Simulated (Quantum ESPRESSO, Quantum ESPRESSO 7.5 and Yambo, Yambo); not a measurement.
# Excitons of CdTe (F-43m): kernels and approximations

How far does the k mesh set the exciton binding of CdTe (F-43m)?

Method: PBE and many-body steps on it, plane waves, in Quantum ESPRESSO 7.5 and Yambo 5.3.0.

### 1. The starting structure

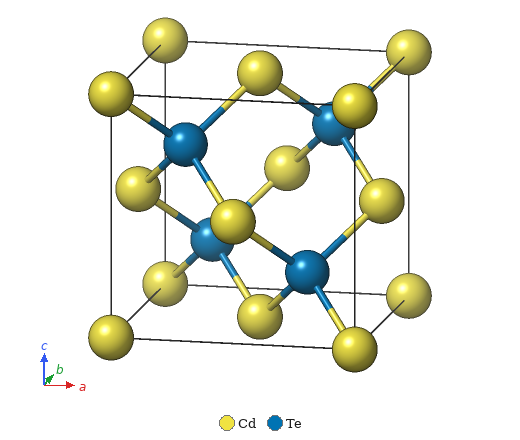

The starting structure, seen slightly off an axis (cadmium yellow, tellurium blue). This picture shows the conventional cell, with its axes. Bonds to atoms that aren't drawn are left out. Some periodic images of atoms are drawn too.

The cell and positions come from the Crystallography Open Database and are kept as given unless a step says otherwise. Spin-orbit coupling is left out unless a step names it.

### 2. Empty states on the mesh, 4×4×4 mesh, 122 bands

This step: Quantum ESPRESSO 7.5; DFT, PBE, plane waves, norm-conserving pseudopotentials.

The sums over transitions need many empty states on a uniform mesh; this step solves for them.

pw.in reads:

```
&control
  calculation = 'nscf'
  prefix = 'x'
  outdir = 'o'
  pseudo_dir = 'pseudo'
/
&system
  ibrav = 0
  nat = 2
  ntyp = 2
  ecutwfc = 94.0
  nbnd = 122
  force_symmorphic = .true.
/
&electrons
  conv_thr = 1e-9
  electron_maxstep = 80
  diago_full_acc = .true.
  diago_thr_init = 5e-6
/
ATOMIC_SPECIES
  Cd 112.41 Cd.upf
  Te 127.6 Te.upf
CELL_PARAMETERS angstrom
  0.0000000000 3.2400000000 3.2400000000
  3.2400000000 0.0000000000 3.2400000000
  3.2400000000 3.2400000000 0.0000000000
ATOMIC_POSITIONS crystal
  Cd 0.0000000000 0.0000000000 0.0000000000
  Te 0.2500000000 0.2500000000 0.2500000000
K_POINTS automatic
  4 4 4 0 0 0
```

Launch:

```console
$ OMP_NUM_THREADS=1 mpirun -n 8 pw.x -nk 4 -in pw.in > pw.out
```

The program printed:

```text
Program PWSCF v.7.5 starts

     This program is part of the open-source Quantum ESPRESSO suite
     for quantum simulation of materials; please cite
         "P. Giannozzi et al., J. Phys.:Condens. Matter 21 395502 (2009);
         "P. Giannozzi et al., J. Phys.:Condens. Matter 29 465901 (2017);
         "P. Giannozzi et al., J. Chem. Phys. 152 154105 (2020);
     in publications or presentations arising from this work. More details at

     Atomic positions and unit cell read from directory:
     o/x.save/

     Message from routine setup:
[...]
-150.4559-100.4824-100.4824-100.4824 -93.9054 -54.9603 -54.9602 -54.9602
[...]
50.0998  50.9654  50.9654  51.3953  52.8916  52.8916  53.7707  54.0719
     [... 4 further rows ...]
    71.9145  72.0256  72.7539  72.7539  73.8694  74.2684  75.0743  75.3252
    75.3252  76.1338

          k = 0.3536 0.0000 0.0000 (  7059 PWs)   bands (ev):

     [... further k-points ...]

     highest occupied, lowest unoccupied level (ev):     8.2696    9.0401

     XML data file, pseudopotentials, collected wavefunctions

=------------------------------------------------------------------------------=
   JOB DONE.
=------------------------------------------------------------------------------=
```

It took 14 s on 8 MPI ranks of Arm Neoverse V1, shared host; peak memory 0.69 GiB; 1.9 min of CPU time.

This step gave:

```yaml
gap: 0.7705 eV
k_of_the_valence_top: 0, 0, 0
k_of_the_conduction_bottom: 0, 0, 0
least_direct_gap: 0.7705 eV
k_points_computed: 8
lowest_point_of_the_top_converged_band_above_the_valence_top: 65.9721 eV
```

On this mesh the gap is 0.770 eV.

The density comes from a self-consistent run that is not shown.

### 3. Conversion and set-up

This step: Yambo 5.3.0; conversion and set-up on PBE, plane waves, norm-conserving pseudopotentials.

The states are converted to the many-body program's format and the q mesh is built.

Launch:

```console
$ (cd o/x.save; p2y > p2y.log; mv SAVE ../..); yambo > setup.log
```

The program printed:

```text
 Yambo, version 5.3.0

 [02] CORE Variables Setup
 =========================

  [02.01] Unit cells
  ==================

  Cell kind             :  FCC
  Atoms in the cell     :  Cd  Te
  number of Cd atoms    :  1
  number of Te atoms    :  1

  List of atomic masses
  Mass of Cd    :  112.4100
  Mass of Te    :  127.6000

  List of atomic coordinates    : [cc]
  Cd1       :  0.000000  0.000000  0.000000  order 1
  Te1       :  3.061356  3.061356  3.061356  order 2

  Alat factors          :  6.122713  6.122713  6.122713 [a.u.]
  Direct lattice volume :  459.0517 [a.u.]
[...]
==========================================

 IBZ Q-points                                      :   8
 BZ  Q-points                                      :   64

 K/Q-points units:
 rlu = crystal or reduced units; cc = cartesian coordinates; iku = interal k-units

 Q [1]          [rlu]:  0.000000  0.000000  0.000000
 Q [2]          [rlu]: -0.71308E-17 -0.71308E-17  0.25000
 Q [3]          [rlu]:  0.14262E-16  0.14262E-16 -0.50000
[...]
Q [7]          [rlu]:  0.42627E-17 -0.50000     -0.50000
 Q [8]          [rlu]:  0.250000 -0.500000 -0.250000

  [03.01] X indexes
  =================

   [03.01.01] Sigma indexes
   ========================

 [06] Game Over & Game summary
```

It took 3.5 s on 1 MPI rank; peak memory 0.26 GiB.

### 4. Screening and self-energy, 4×4×4 mesh, 122 bands, screening to 129.3 eV

Now the one-shot GW correction: screening in the RPA, then the self-energy of the levels asked for.

This step: G0W0 on PBE, plane waves, norm-conserving pseudopotentials.

gw1.in reads:

```
HF_and_locXC
gw0
dyson
ppa
em1d
rim_cut
RandQpts= 1000000
RandGvec= 1 RL
EXXRLvcs= 94 Ry
VXCRLvcs= 376 Ry
Chimod= "HARTREE"
% BndsRnXp
 1 | 122 |
%
NGsBlkXp= 9.5 Ry
% LongDrXp
 1 | 1 | 1 |
%
% GbndRnge
 1 | 122 |
%
DysSolver= "n"
ExtendOut
PPAPntXp= 27.21138 eV
% QPkrange
 1 | 1 | 21 | 24 |
%
```

Launch:

```console
$ OMP_NUM_THREADS=1 mpirun -n 8 yambo -F gw1.in -J gw1 -C gw1 > gw1.log
```

The program printed:

```text
 Yambo, version 5.3.0

 [02] CORE Variables Setup
 =========================

  [... cell, symmetries and grids as in the set-up ...]

  [02.05] Energies & Occupations
  ==============================

  [X] === General ===
  [X] Electronic Temperature                        :  0.000000  0.000000 [eV K]
  [X] Bosonic    Temperature                        :  0.000000  0.000000 [eV K]
  [X] Finite Temperature mode                       : no
  [X] El. density                                   :  0.64683E+24 [cm-3]
[...]
Sx RL components                                 :   7239

   QP @ state[ 1 ] K range                          :  1  1
   QP @ state[ 1 ] b range                          :  21  24
   GF energies kind                                 : Perdew, Burke & Ernzerhof(X)+Perdew, Burke & Ernzerhof(C)
   GF WF`s kind                                     : Perdew, Burke & Ernzerhof(X)+Perdew, Burke & Ernzerhof(C)
   Xs energies kind                                 : Perdew, Burke & Ernzerhof(X)+Perdew, Burke & Ernzerhof(C)
   Xs WF`s kind                                     : Perdew, Burke & Ernzerhof(X)+Perdew, Burke & Ernzerhof(C)

 [11] Game Over & Game summary
```

The job ended after 2 min (8 MPI ranks; peak memory 4.7 GiB; 16 min of CPU time).

Numbers from this step:

| Property | Result |
| --- | --- |
| G0W0 gap on the points computed | 1.533 eV |
| starting gap on the mesh | 0.7705 eV |
| k of the valence top | 0, 0, 0 |
| k of the conduction bottom | 0, 0, 0 |
| least direct G0W0 gap on the computed points | 1.533 eV |

The gap on the mesh goes from 0.77 eV to 1.53 eV, a correction of +0.76 eV.

The gap opens by 0.763 eV; the next steps shift the empty bands rigidly by 0.763 eV.

### 5. Empty states on the mesh, 4×4×4 mesh, 37 bands

This step: Quantum ESPRESSO 7.5; DFT, PBE, plane waves, norm-conserving pseudopotentials.

pw.in: that of step 2 with these lines changed.

```diff
@@ -11,3 +11,3 @@
   ecutwfc = 94.0
-  nbnd = 122
+  nbnd = 37
   force_symmorphic = .true.
```

Launch:

```console
$ OMP_NUM_THREADS=1 mpirun -n 8 pw.x -nk 4 -in pw.in > pw.out
```

The program printed:

```text
[banner, memory and clock lines left out]
Program PWSCF v.7.5 starts

     Atomic positions and unit cell read from directory:
     o/x.save/

     Message from routine setup:
     using ibrav=0 with symmetry is DISCOURAGED, use correct ibrav instead

     bravais-lattice index     =            0
     lattice parameter (alat)  =       8.6588  a.u.
     unit-cell volume          =     459.0517 (a.u.)^3
     number of atoms/cell      =            2
     number of atomic types    =            2
     number of electrons       =        44.00
[...]
23.8590  23.8590  23.9007  24.4772  27.5736

          k =-0.3536-0.3536 0.3536 (  7120 PWs)   bands (ev):

  -150.4559-100.4824-100.4824-100.4824 -93.9054 -54.9603 -54.9602 -54.9602
[...]
0.2578   0.2578   0.6011   3.8511   7.4959   7.4959  10.0932  13.4800
    13.4800  15.3422  16.9106  18.6239  18.6239  19.7147  20.0071  20.0071
    24.2284  25.4430  25.4430  26.9030  27.1378

          k = 0.3536 0.0000 0.0000 (  7059 PWs)   bands (ev):

     [... further k-points ...]

     highest occupied, lowest unoccupied level (ev):     8.2696    9.0401

     XML data file, pseudopotentials, collected wavefunctions
```

The job ended after 2.6 s (8 MPI ranks; peak memory 0.48 GiB; 20 s of CPU time).

This step gave:

- gap: 0.7705 eV
- k of the valence top: 0, 0, 0
- k of the conduction bottom: 0, 0, 0
- least direct gap: 0.7705 eV
- k points computed: 8
- lowest point of the top converged band, above the valence top: 16.06 eV

On this mesh the gap is 0.770 eV.

### 6. Conversion and set-up

This step: Yambo 5.3.0; conversion and set-up on PBE, plane waves, norm-conserving pseudopotentials.

Launch:

```console
$ (cd o/x.save; p2y > p2y.log; mv SAVE ../..); yambo > setup.log
```

The program printed:

```text
 Yambo, version 5.3.0

 [02] CORE Variables Setup
 =========================

  [02.01] Unit cells
  ==================

  Cell kind             :  FCC
  Atoms in the cell     :  Cd  Te
  number of Cd atoms    :  1
  number of Te atoms    :  1

  List of atomic masses
  Mass of Cd    :  112.4100
  Mass of Te    :  127.6000

  List of atomic coordinates    : [cc]
  Cd1       :  0.000000  0.000000  0.000000  order 1
  Te1       :  3.061356  3.061356  3.061356  order 2

  Alat factors          :  6.122713  6.122713  6.122713 [a.u.]
  Direct lattice volume :  459.0517 [a.u.]
[...]
==========================================

 IBZ Q-points                                      :   8
 BZ  Q-points                                      :   64

 K/Q-points units:
 rlu = crystal or reduced units; cc = cartesian coordinates; iku = interal k-units

 Q [1]          [rlu]:  0.000000  0.000000  0.000000
 Q [2]          [rlu]: -0.71308E-17 -0.71308E-17  0.25000
 Q [3]          [rlu]:  0.14262E-16  0.14262E-16 -0.50000
[...]
Q [7]          [rlu]:  0.42627E-17 -0.50000     -0.50000
 Q [8]          [rlu]:  0.250000 -0.500000 -0.250000

  [03.01] X indexes
  =================

   [03.01.01] Sigma indexes
   ========================

 [06] Game Over & Game summary
```

Wall time 3.4 s (1 MPI rank); peak memory 0.26 GiB.

(Continued in part 2 of 4.)

[Paths, hosts, dates, memory and timing lines, banners, echoed tables and standing remarks are left out of the program output.]

[Logs are printed without paths, hosts, clocks, repeated set-up lines and the standing remarks that a program may print on its own settings, such as how far it seeks lower states.]

[Runs of the session that timed out or met a known fault of the program may be left out.]

[Hosts, paths, dates, database ids (printed as entryN), source tags and the programs' standing remarks are cut or masked in the printed files.]
